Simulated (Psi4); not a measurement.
**singlet [C2F5]+ at 3 levels**

Wanted: a comparison of 3 runs (CAM-B3LYP/cc-pVDZ, PBE/cc-pVDZ, TPSS/cc-pVDZ) of singlet [C2F5]+. 

Program for the calculation: Psi4 1.11.

## 1. The structure to begin with

[C2F5]+ has 7 atoms, charge +1, and is taken as a singlet. SMILES of the parent species: `F[C](F)C(F)(F)F`. Geometry: relaxed at PBE0-D4/def2-TZVP. That shape belongs to the parent species and isn't relaxed for this state.

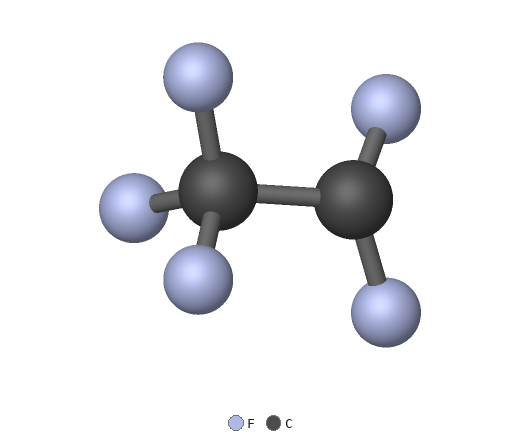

Viewed from a chosen angle; fluorine light blue, carbon dark grey.

## 2. Energy and forces at CAM-B3LYP/cc-pVDZ (run 1)

Contents of job.in:

```
memory 2.2 GB

molecule m {
  1 1
  F
  C 1 1.312226
  F 2 1.312222 1 112.19077
  C 2 1.514308 3 114.38599 1 132.43862
  F 4 1.326761 2 109.75704 3 174.43932
  F 4 1.326779 5 109.3566 2 120.43374
  F 4 1.337522 5 108.14647 6 117.54788
  symmetry c1
}

set basis cc-pVDZ
set puream true
set e_convergence 1e-09
set d_convergence 1e-08
set scf_type pk
set dft_radial_points 99
set dft_spherical_points 590

gradient("cam-b3lyp")
print_variables()
```

Run with:

```bash
$ psi4 -n 1 job.in job.out
```

job.out:

```text
[...]
  Running in c1 symmetry.
[...]
  Nuclear repulsion =  346.112020387941186
[...]
  Multiplicity = 1
[...]
  Nalpha       = 28
  Nbeta        = 28
[...]
    Number of basis functions: 98
[...]
   @RKS iter   1:  -574.69029861890283    2.27276e-01   6.58025e-03 ADIIS/DIIS
[...]
   @RKS iter  13:  -574.84891857909020   -5.00222e-12   9.97708e-09 DIIS
[...]
  @RKS Final Energy:  -574.84891857909020
   => Energetics <=
    Nuclear Repulsion Energy =            346.1120203879411861
    One-Electron Energy =               -1470.6155691710735027
    Two-Electron Energy =                 596.2368233979074148
    DFT Exchange-Correlation Energy =     -46.5821931938652654
    Empirical Dispersion Energy =           0.0000000000000000
    VV10 Nonlocal Energy =                  0.0000000000000000
    Total Energy =                       -574.8489185790901956
[...]
  -Total Gradient:
     Atom            X                  Y                   Z
    ------   -----------------  -----------------  -----------------
       1       -0.029315103596    -0.008651682364    -0.071228294916
       2        0.068975934143     0.121213847113     0.081476622772
       3       -0.029324729783    -0.069204335381     0.018897230220
       4        0.036427449880    -0.084550517160    -0.056855847876
       5       -0.006377823821     0.017683723238     0.003381183063
       6       -0.006357786051     0.009789981524     0.015079270979
       7       -0.034056389016     0.013693059935     0.009233154008
[...]
```

Run time: 41 s. Hardware: 1 thread of Intel Xeon 6975P-C (Granite Rapids), shared host; peak memory 1.4 GiB.

## 3. A single-point energy at PBE/cc-pVDZ (run 2)

Contents of c2f5.json:

```json
{
 "schema_name": "qcschema_input",
 "schema_version": 1,
 "molecule": {
  "schema_name": "qcschema_molecule",
  "schema_version": 2,
  "symbols": ["F", "C", "F", "C", "F", "F", "F"],
  "geometry": [2.94991917, -1.5987461, 0.96933502, 0.60851071, -0.88518551, 1.36655545, -0.87707859, -2.79911903, 1.8947528, -0.43150006, 0.90858032, -0.60567612, 1.09218611, 2.88578187, -0.84058797, -2.71137904, 1.69340248, 0.08171176, -0.6306394, -0.20473293, -2.86607202],
  "molecular_charge": 1,
  "molecular_multiplicity": 1,
  "fix_symmetry": "c1"
 },
 "driver": "energy",
 "model": {
  "method": "pbe",
  "basis": "cc-pVDZ"
 },
 "keywords": {
  "reference": "rks",
  "puream": true,
  "e_convergence": 1e-09,
  "d_convergence": 1e-08,
  "scf_type": "pk",
  "dft_radial_points": 99,
  "dft_spherical_points": 590,
  "scf_properties": ["QUADRUPOLE", "MAYER_INDICES", "MULLIKEN_CHARGES"]
 }
}
```

Run with:

```bash
$ psi4 --qcschema c2f5.json -n 1 --memory 2200MB
```

stdout:

```text
[...]
  Running in c1 symmetry.
[...]
  Nuclear repulsion =  346.112002489475856
[...]
  Multiplicity = 1
[...]
  Nalpha       = 28
  Nbeta        = 28
[...]
    Number of basis functions: 98
[...]
   @RKS iter   1:  -574.40716942162965    3.74985e-01   4.38857e-03 DIIS/ADIIS
[...]
   @RKS iter  13:  -574.47248908908546   -4.02451e-11   6.42840e-09 DIIS
[...]
  @RKS Final Energy:  -574.47248908908546
   => Energetics <=
    Nuclear Repulsion Energy =            346.1120024894758558
    One-Electron Energy =               -1470.7638373615607179
    Two-Electron Energy =                 612.3066746552153745
    DFT Exchange-Correlation Energy =     -62.1273288722158696
    Empirical Dispersion Energy =           0.0000000000000000
    VV10 Nonlocal Energy =                  0.0000000000000000
    Total Energy =                       -574.4724890890854567
[...]
 Multipole Moments:
 ------------------------------------------------------------------------------------
     Multipole            Electronic (a.u.)      Nuclear  (a.u.)        Total (a.u.)
 ------------------------------------------------------------------------------------
 L = 1.  Multiply by 2.5417464519 to convert [e a0] to [Debye]
 Dipole X            :          0.4140716            0.0623769            0.4764485
 Dipole Y            :         -0.7738973            0.0082463           -0.7656511
 Dipole Z            :          0.7072824            0.2681329            0.9754153
 Magnitude           :                                                    1.3284050
 L = 2.  Multiply by 1.3450342976 to convert [e a0^2] to [Debye ang]
 Quadrupole XX       :       -191.4224603          169.0549750          -22.3674853
 Quadrupole XY       :         37.0420825          -37.7297419           -0.6876594
[...]
```

The result, in JSON:

```text
{
 "driver": "energy",
 "model": {
  "method": "pbe",
  "basis": "cc-pVDZ"
 },
 "success": true,
 "return_result": -574.4724890890855,
 "properties": {
  "calcinfo_nbasis": 98,
  "calcinfo_nmo": 98,
  "calcinfo_nalpha": 28,
  "calcinfo_nbeta": 28,
  "calcinfo_natom": 7,
  "nuclear_repulsion_energy": 346.11200248947586,
  "return_energy": -574.4724890890855,
  "scf_one_electron_energy": -1470.7638373615607,
  "scf_two_electron_energy": 612.3066746552154,
  "scf_xc_energy": -62.12732887221587,
  "scf_dipole_moment": [0.47644851763944307, -0.7656510641705214, 0.9754153498297897],
  "scf_total_energy": -574.4724890890855,
  "scf_iterations": 13
 }
}
```

Run time: 18 s. Hardware: 1 thread of Intel Xeon 6975P-C (Granite Rapids), shared host; peak memory 1.3 GiB.

## 4. Energy and gradient at TPSS/cc-pVDZ (run 3)

Contents of c2f5.xyz:

```xyz
7
C2F5
F      1.561030    -0.846020     0.512950
C      0.322010    -0.468420     0.723150
F     -0.464130    -1.481230     1.002660
C     -0.228340     0.480800    -0.320510
F      0.577960     1.527090    -0.444820
F     -1.434800     0.896110     0.043240
F     -0.333720    -0.108340    -1.516660
```

Contents of run.py:

```python
import psi4

psi4.set_memory(2200000000)
psi4.set_num_threads(1)
psi4.core.set_output_file('output.dat', False)

with open('c2f5.xyz') as f:
    atoms = ''.join(f.readlines()[2:])
geom = psi4.geometry('1 1\n' + atoms + 'symmetry c1')

psi4.set_options({
    'basis': 'cc-pVDZ',
    'puream': True,
    'e_convergence': 1e-09,
    'd_convergence': 1e-08,
    'scf_type': 'pk',
    'dft_radial_points': 99,
    'dft_spherical_points': 590,
})

result, w = psi4.gradient('tpss', return_wfn=True)
psi4.oeprop(w, 'DIPOLE', 'MAYER_INDICES', 'QUADRUPOLE', title='TPSS')
print('gradient / Eh bohr^-1')
print(result.np.round(6))
print(f'energy = {w.energy():.10f} Eh')
```

Run with:

```bash
$ python run.py
```

output.dat:

```text
[...]
  Running in c1 symmetry.
[...]
  Nuclear repulsion =  346.112002362467138
[...]
  Multiplicity = 1
[...]
  Nalpha       = 28
  Nbeta        = 28
[...]
    Number of basis functions: 98
[...]
   @RKS iter   1:  -574.99562678280631    3.53975e-01   4.73338e-03 DIIS/ADIIS
[...]
   @RKS iter  13:  -575.06949439984760   -4.09273e-11   5.71806e-09 DIIS
[...]
  @RKS Final Energy:  -575.06949439984760
   => Energetics <=
    Nuclear Repulsion Energy =            346.1120023624671376
    One-Electron Energy =               -1470.8992176282367836
    Two-Electron Energy =                 612.4890471838114081
    DFT Exchange-Correlation Energy =     -62.7713263178893541
    Empirical Dispersion Energy =           0.0000000000000000
    VV10 Nonlocal Energy =                  0.0000000000000000
    Total Energy =                       -575.0694943998475992
[...]
  -Total Gradient:
     Atom            X                  Y                   Z
    ------   -----------------  -----------------  -----------------
       1        0.034114022544    -0.022719178383    -0.032891097869
       2       -0.023964789812     0.117529261014     0.053381301315
       3       -0.026296687742    -0.041650894935    -0.018294771689
       4        0.032625233306    -0.083267275086     0.026849500686
       5       -0.010596543444     0.002758271403    -0.005904662653
       6        0.003767619715     0.007233993840    -0.009374744566
       7       -0.009645018175     0.020055537737    -0.013823068214
[...]
```

Standard output:

```text
gradient / Eh bohr^-1
[[ 0.034114 -0.022719 -0.032891]
 [-0.023965  0.117529  0.053381]
 [-0.026297 -0.041651 -0.018295]
 [ 0.032625 -0.083267  0.02685 ]
 [-0.010597  0.002758 -0.005905]
 [ 0.003768  0.007234 -0.009375]
 [-0.009645  0.020056 -0.013823]]
energy = -575.0694943998 Eh
```

It took 46 s on 1 thread of Intel Xeon 6975P-C (Granite Rapids), shared host; peak memory 1.1 GiB.

## 5. Overview of the runs

```
run              level      task  energy (Eh)  HOMO energy (eV)  LUMO energy (eV)  HOMO–LUMO gap (eV)  wall time
  1  CAM-B3LYP/cc-pVDZ  gradient  -574.848919            -19.69            -11.96                7.72       41 s
  2        PBE/cc-pVDZ    energy  -574.472489            -15.90            -13.88                2.01       18 s
  3       TPSS/cc-pVDZ  gradient  -575.069494            -16.09            -13.86                2.23       46 s
```

## 6. Summary of results

| quantity | value |
| --- | --- |
| run 3: total energy | -575.06949 Eh |
| run 3: HOMO energy | -16.09 eV |
| run 3: LUMO energy | -13.86 eV |
| run 3: HOMO–LUMO gap | 2.23 eV |
| run 3: largest force on an atom | 6.751 eV/Å |

**Reading.** The HOMO–LUMO gap runs from 2.01 eV (PBE/cc-pVDZ) to 7.72 eV (CAM-B3LYP/cc-pVDZ). Totals of different functionals can't be ranked against each other. All runs together took 1.7 min, the longest 46 s.
